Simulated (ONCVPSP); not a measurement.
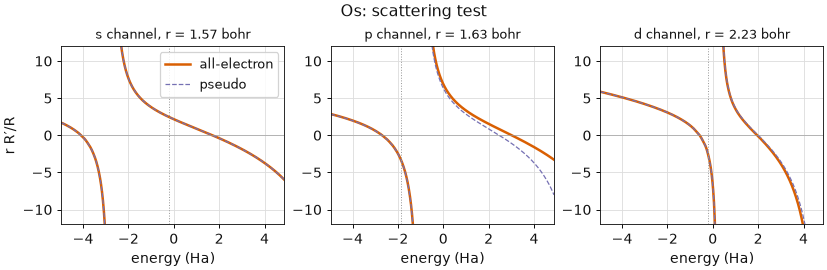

Logarithmic derivatives r R′/R at the test radius against energy, all-electron atom (solid) and pseudo-atom (dashed). Here R(r) is the radial function. The dotted line marks the reference energy of the channel. Not drawn: f: not judged.

- Poles, where the radial function vanishes at the test radius: s: all-electron at -2.8 Ha, pseudo at -2.8 Ha; p: all-electron at -1.0 Ha, pseudo at -1.0 Ha; d: all-electron at 0.3 Ha, pseudo at 0.3 Ha.
- Ghost states: the plot shows none: pseudo and all-electron curves have the same branches in all channels drawn. The separate test gives: no bound ghost flagged; no localised positive-energy state flagged (flags above 300 eV left out).
- Zeros of the logarithmic derivative: s: all-electron -4.1 and 1.7 Ha, pseudo -4.1 and 1.7 Ha; p: all-electron -2.7 and 3.0 Ha, pseudo -2.7 and 2.5 Ha; d: all-electron -0.6 and 2.0 Ha, pseudo -0.6 and 2.0 Ha.

Pseudopotential generation, with input and output: Os

Osmium (Os, Z = 76), core [Kr] 4d10 4f14, reference valence 5s2 5p6 5d6 6s2, valence charge 16. Computed at this level: ONCV potential, PBE, scalar-relativistic, made with ONCVPSP 4.0.1.

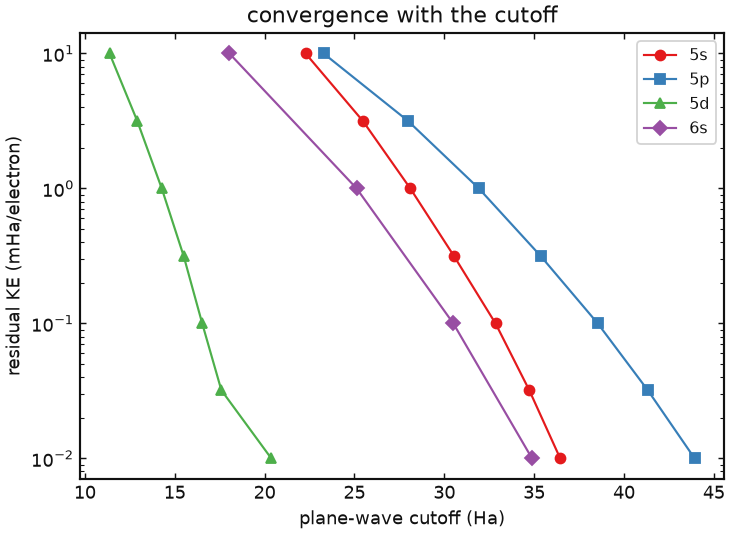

Residual kinetic energy of the pseudo-waves (the first of each channel, and further valence shells) beyond the plane-wave cutoff, as the generator prints it.

- Cutoffs for the occupied states: 32 Ha for 1 mHa and 39 Ha for 0.1 mHa per electron. The first is set by 5p.
- Cutoffs for 1 mHa per electron: 5p: 32 Ha; 5s: 28 Ha; 6s: 25 Ha; 5d: 14 Ha.

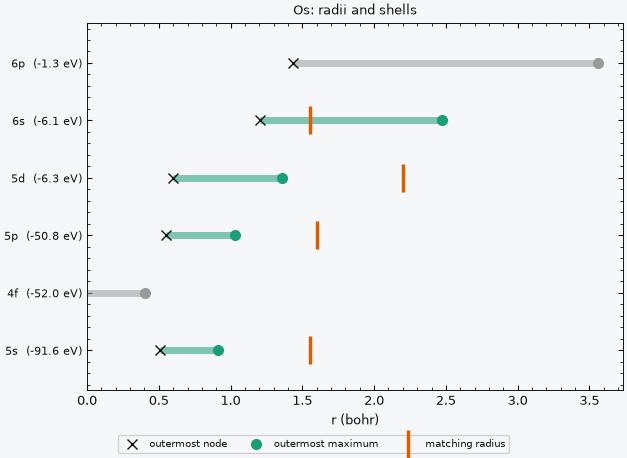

Outer shells of the all-electron reference atom: each bar runs from the outermost node (or the nucleus) to the outermost maximum of u(r); the tick is the radius chosen for the pseudo-wave. Shells without a tick have no pseudo-wave of their own. Levels, nodes and maxima are from ld1.x, scalar-relativistic.

- Radii against the shells: 5s: 1.55 bohr, outside the maximum; 5p: 1.60 bohr, outside the maximum; 5d: 2.20 bohr, outside the maximum; 6s: 1.55 bohr, between node and maximum.

These pictures come from the run below.

## Input
```
# ATOM AND REFERENCE CONFIGURATION
# atsym  z   nc   nv     iexc    psfile
  Os 76.00   10    4        4      upf
#
#   n    l    f
    1    0    2.00
    2    0    2.00
    2    1    6.00
    3    0    2.00
    3    1    6.00
    3    2   10.00
    4    0    2.00
    4    1    6.00
    4    2   10.00
    4    3   14.00
    5    0    2.00
    5    1    6.00
    5    2    6.00
    6    0    2.00
#
# PSEUDOPOTENTIAL AND OPTIMIZATION
# lmax
    2
#
#   l,   rc,      ep,       ncon, nbas, qcut
    0    1.55    0.00    3    6    9.10
    1    1.60    0.00    4    8   10.70
    2    2.20    0.00    4    9    6.10
#
# LOCAL POTENTIAL
# lloc, lpopt,  rc(5),   dvloc0
    4    5    1.45    4.50
#
# VANDERBILT-KLEINMAN-BYLANDER PROJECTORs
# l, nproj, debl
    0    2    1.60
    1    1    0.40
    2    1    2.00
#
# MODEL CORE CHARGE
# icmod, fcfact, rcfact
    3    3.75    1.40
#
# LOG DERIVATIVE ANALYSIS
# epsh1, epsh2, depsh
   -5.00    5.00    0.04
#
# OUTPUT GRID
# rlmax, drl
    6.00    0.01
#
# TEST CONFIGURATIONS
# ncnf
    4
# nvcnf
#   n    l    f
    4
    5    0    2.00
    5    1    6.00
    5    2    6.00
    6    0    1.00
#
    4
    5    0    2.00
    5    1    6.00
    5    2    6.00
    6    0    0.00
#
    4
    5    0    2.00
    5    1    6.00
    5    2    5.00
    6    0    0.00
#
    5
    5    0    2.00
    5    1    6.00
    5    2    6.00
    6    0    0.00
    6    1    1.00
#
```

Command:
```bash
oncvpsp.x < Os.dat > Os.out
```

## The program's output (extracts)
```
ONCVPSP  (Optimized Norm-Conservinng Vanderbilt PSeudopotential)
scalar-relativistic version 4.0.1

#   n    l    f        energy (Ha)
    1    0    2.00    -2.7150734E+03
    2    0    2.00    -4.7284937E+02
    2    1    6.00    -4.1167993E+02
    3    0    2.00    -1.1003926E+02
    3    1    6.00    -9.2081844E+01
    3    2   10.00    -7.2038625E+01
    4    0    2.00    -2.3222497E+01
    4    1    6.00    -1.7333919E+01
    4    2   10.00    -1.0027450E+01
    4    3   14.00    -1.9101812E+00
    5    0    2.00    -3.3644808E+00
    5    1    6.00    -1.8683286E+00
    5    2    6.00    -2.2987448E-01
    6    0    2.00    -2.2589415E-01

Reference configufation results
  iterations    27
  all-electron total energy (Ha)   -1.72538533D+04

Begin loop to  construct optimized pseudo wave functions
and semi-local pseudopoentials for all angular momenta

Calculating optimized projector #   1

 for l=   0

    Fraction of norm inside rc  0.936849
    Optimizing pswf for qcut=   9.10 a_B^-1,  ecut=  41.39 Ha
    Residual kinetic energy error=  4.00D-07 Ha

    Energy error per electron        Cutoff
         Ha          eV             Ha
         0.01000     0.27211       22.28
         0.00100     0.02721       28.11
         0.00010     0.00272       32.85
         0.00001     0.00027       36.45

Calculating optimized projector #   2

 for l=   0

    Fraction of norm inside rc  0.055433
    Optimizing pswf for qcut=   9.10 a_B^-1,  ecut=  41.39 Ha
    Residual kinetic energy error=  1.30D-07 Ha

    Energy error per electron        Cutoff
         Ha          eV             Ha
         0.01000     0.27211       18.04
         0.00100     0.02721       25.12
         0.00010     0.00272       30.50
         0.00001     0.00027       34.88

Calculating optimized projector #   1

 for l=   1

    Fraction of norm inside rc  0.864628
    Optimizing pswf for qcut=  10.70 a_B^-1,  ecut=  57.29 Ha
    Residual kinetic energy error=  2.47D-08 Ha

    Energy error per electron        Cutoff
         Ha          eV             Ha
         0.01000     0.27211       23.28
         0.00100     0.02721       31.92
         0.00010     0.00272       38.54
         0.00001     0.00027       43.93

Calculating optimized projector #   1

 for l=   2

    Fraction of norm inside rc  0.748185
    Optimizing pswf for qcut=   6.11 a_B^-1,  ecut=  18.65 Ha
    Residual kinetic energy error=  1.14D-05 Ha

    Energy error per electron        Cutoff
         Ha          eV             Ha
         0.01000     0.27211       11.37
         0.00100     0.02721       14.28
         0.00010     0.00272       16.53
         0.00001     0.00027       20.37

Construct Vanderbilt / Kleinmman-Bylander projectors

B matrix Hermiticity error, ll=   0
   1   2    4.8261E-04

  Orthonormal projector coefficients  1.6039E+01 -1.4652E+00

Model core correction analysis
  based on d2Exc/dn_idn_j

d2excae - all-electron derivatives

   -2.942453D-02   -2.551089D-02   -1.189191D-02   -1.608803D-03
   -2.551092D-02   -2.531714D-02   -1.535419D-02   -2.429024D-03
   -1.189194D-02   -1.535422D-02   -1.778381D-02   -1.114604D-02
   -1.608733D-03   -2.428772D-03   -1.114473D-02   -2.362596D-02

d2excps - pseudofunction derivatives with no core correction

   -4.603090D-02   -3.562297D-02   -1.436019D-02   -3.036095D-03
   -3.562416D-02   -3.168084D-02   -1.709640D-02   -3.251101D-03
   -1.436065D-02   -1.709652D-02   -1.874124D-02   -1.138455D-02
   -3.036317D-03   -3.250888D-03   -1.138322D-02   -2.380204D-02

rms 2nd derivative error    5.839231E-03

rmatch, rhocmatch    0.8737   13.8270

Teter function model core charge with specified parameters

d2excps - pseudofunction derivatives with core correction

   -3.005766D-02   -2.562042D-02   -1.185793D-02   -1.833041D-03
   -2.562048D-02   -2.496511D-02   -1.527670D-02   -2.594887D-03
   -1.185795D-02   -1.527670D-02   -1.818383D-02   -1.124729D-02
   -1.832982D-03   -2.594636D-03   -1.124596D-02   -2.368015D-02

rms 2nd derivative error    2.374525E-04

Pseudoatom total energy  -91.856638

Diagnostic tests using Vanderbilt-Kleinman-Bylander pseudopotentials
  1 or more projectors used as specified by nproj input data

   l    rcore       rmatch      e in        delta e   norm test  slope test

   0   1.5516028   1.5987128  -3.3644808  -0.0000013   1.0002614   1.0002523
   0   1.5516028   1.5987128  -0.2258941   0.0000076   1.0000592   1.0000434

   1   1.6083050   1.6571367  -1.8683286  -0.0000062   0.9999942   1.0000040

   2   2.2083169   2.2753662  -0.2298745  -0.0000012   0.9999988   1.0000047

 Testing for bound ghosts
   n   l    E NL Schr. Eq   E Basis Diag.   E Cutoff

   1   0       -3.364482       -3.364475     53.44
   2   0       -0.225887       -0.159470     53.44

   2   1       -1.868335       -1.868325     86.44

   3   2       -0.229876       -0.229315     70.71

 Testing for highly-localized positive-energy ghosts
       l    <radius>/rc     E Basis Diag.   E Cutoff

       0        0.951867       23.451964     53.44  WARNING - GHOST(+)

Test configuration 0

   n   l     f        eae           eps        diff
   1   0  2.0000-2715.07338289
   2   0  2.0000 -472.84936549
   2   1  6.0000 -411.67992553
   3   0  2.0000 -110.03926245
   3   1  6.0000  -92.08184394
   3   2 10.0000  -72.03862519
   4   0  2.0000  -23.22249729
   4   1  6.0000  -17.33391857
   4   2 10.0000  -10.02745036
   4   3 14.0000   -1.91018119
   5   0  2.0000   -3.36448080   -3.36448209   -1.29D-06
   5   1  6.0000   -1.86832863   -1.86833479   -6.16D-06
   5   2  6.0000   -0.22987448   -0.22987566   -1.18D-06
   6   0  2.0000   -0.22589415   -0.22588656    7.58D-06

    Total energies and differences
      AE_ref= -1.72538533D+04  AE_tst= -1.72538533D+04  dif=  0.00D+00
      PS_ref= -9.18566384D+01  PS_tst= -9.18566384D+01  dif=  2.84D-14
      PSP excitation error= -2.84D-14

Test configuration 1

   n   l     f        eae           eps        diff
   1   0  2.0000-2715.37036965
   2   0  2.0000 -473.14411200
   2   1  6.0000 -411.97472877
   3   0  2.0000 -110.33436812
   3   1  6.0000  -92.37695357
   3   2 10.0000  -72.33356469
   4   0  2.0000  -23.51781572
   4   1  6.0000  -17.62919982
   4   2 10.0000  -10.32261326
   4   3 14.0000   -2.20533468
   5   0  2.0000   -3.66027807   -3.66101014   -7.32D-04
   5   1  6.0000   -2.16520566   -2.16549616   -2.90D-04
   5   2  6.0000   -0.51959560   -0.51962829   -3.27D-05
   6   0  1.0000   -0.48294298   -0.48293427    8.71D-06

    Total energies and differences
      AE_ref= -1.72538533D+04  AE_tst= -1.72535014D+04  dif=  3.52D-01
      PS_ref= -9.18566384D+01  PS_tst= -9.15045606D+01  dif=  3.52D-01
      PSP excitation error= -1.20D-04

Test configuration 2

   n   l     f        eae           eps        diff
   1   0  2.0000-2715.70820885
   2   0  2.0000 -473.47894437
   2   1  6.0000 -412.30964734
   3   0  2.0000 -110.66934890
   3   1  6.0000  -92.71194032
   3   2 10.0000  -72.66837248
   4   0  2.0000  -23.85293710
   4   1  6.0000  -17.96426499
   4   2 10.0000  -10.65750964
   4   3 14.0000   -2.54008427
   5   0  2.0000   -3.99490762   -3.99680513   -1.90D-03
   5   1  6.0000   -2.50006319   -2.50088214   -8.19D-04
   5   2  6.0000   -0.84242710   -0.84252213   -9.50D-05

    Total energies and differences
      AE_ref= -1.72538533D+04  AE_tst= -1.72528797D+04  dif=  9.74D-01
      PS_ref= -9.18566384D+01  PS_tst= -9.08827468D+01  dif=  9.74D-01
      PSP excitation error= -3.25D-04

Test configuration 3

   n   l     f        eae           eps        diff
   1   0  2.0000-2716.21560750
   2   0  2.0000 -473.98818263
   2   1  6.0000 -412.81890238
   3   0  2.0000 -111.17600786
   3   1  6.0000  -93.21860051
   3   2 10.0000  -73.17551167
   4   0  2.0000  -24.35850478
   4   1  6.0000  -18.46982775
   4   2 10.0000  -11.16310435
   4   3 14.0000   -3.04472012
   5   0  2.0000   -4.49186805   -4.49429283   -2.42D-03
   5   1  6.0000   -2.98701657   -2.98846500   -1.45D-03
   5   2  5.0000   -1.28566109   -1.28566236   -1.28D-06

    Total energies and differences
      AE_ref= -1.72538533D+04  AE_tst= -1.72518196D+04  dif=  2.03D+00
      PS_ref= -9.18566384D+01  PS_tst= -8.98223887D+01  dif=  2.03D+00
      PSP excitation error= -5.79D-04

Test configuration 4

   n   l     f        eae           eps        diff
   1   0  2.0000-2715.42956177
   2   0  2.0000 -473.20224328
   2   1  6.0000 -412.03281695
   3   0  2.0000 -110.39287306
   3   1  6.0000  -92.43545040
   3   2 10.0000  -72.39197792
   4   0  2.0000  -23.57650988
   4   1  6.0000  -17.68785857
   4   2 10.0000  -10.38118817
   4   3 14.0000   -2.26387945
   5   0  2.0000   -3.71903902   -3.71703196    2.01D-03
   5   1  6.0000   -2.22384313   -2.22132017    2.52D-03
   5   2  6.0000   -0.57184680   -0.56950247    2.34D-03
   6   1  1.0000   -0.29004574   -0.29248784   -2.44D-03

    Total energies and differences
      AE_ref= -1.72538533D+04  AE_tst= -1.72532755D+04  dif=  5.78D-01
      PS_ref= -9.18566384D+01  PS_tst= -9.12823504D+01  dif=  5.74D-01
      PSP excitation error=  3.49D-03
```

## Results in brief

- outcome: generated
- cutoffs needed: 32 Ha and 39 Ha (the cutoffs at which the residual kinetic energy of the hardest occupied pseudo-wave falls to 1 and 0.1 mHa per electron)
- ghost test: no bound ghost flagged; no localised positive-energy state flagged (flags above 300 eV left out)
- largest excitation error: +95 meV (all-electron minus pseudo) for 5s2 5p6 5d6 6s0 6p1, out of 4 test configurations
- rms error of d²Exc/dni dnj: 5.84 mHa without and 0.24 mHa with the model core
- range over which the phases arctan(r R′/R) at the test radius agree within 0.05 rad (a looser test near the poles than one of phase shifts): s: over the whole range computed; p: up to about 1.0 Ha; d: up to about 1.6 Ha; f: not judged, local potential alone
- hardware: 1 CPU thread, shared host
- wall time: 3.5 s
